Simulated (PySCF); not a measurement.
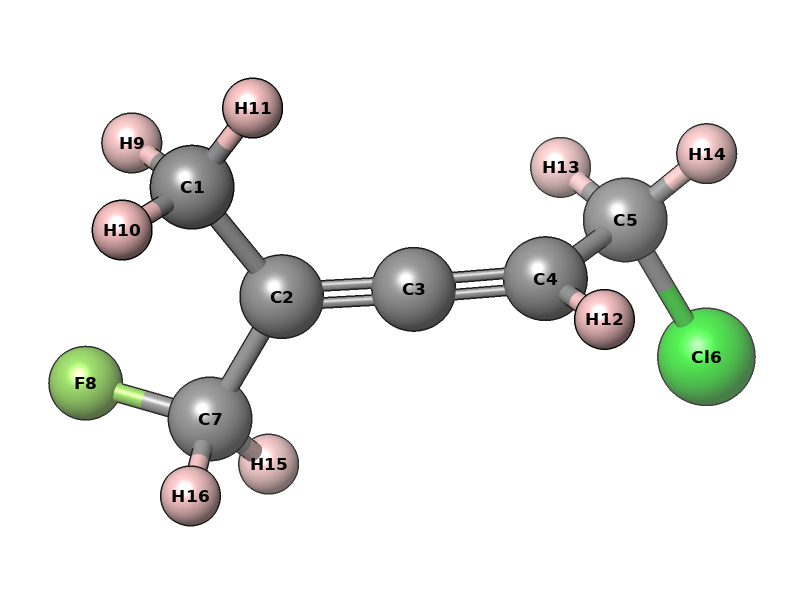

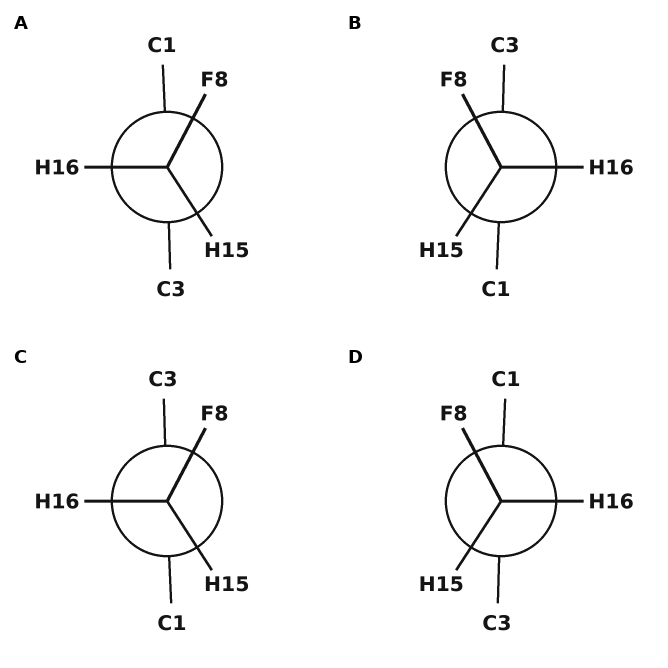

Atoms fade into the background with distance from the viewer. Bonds that would overlap in a projection are set slightly apart. Geometry: an image of a reaction path computed with GFN2-xTB, not a minimum.

Which Newman projection shows the view along C7–C2, with C7 in front?

Answer. D. The torsion angle F8–C7–C2–C1 is 30°, synclinal (gauche).
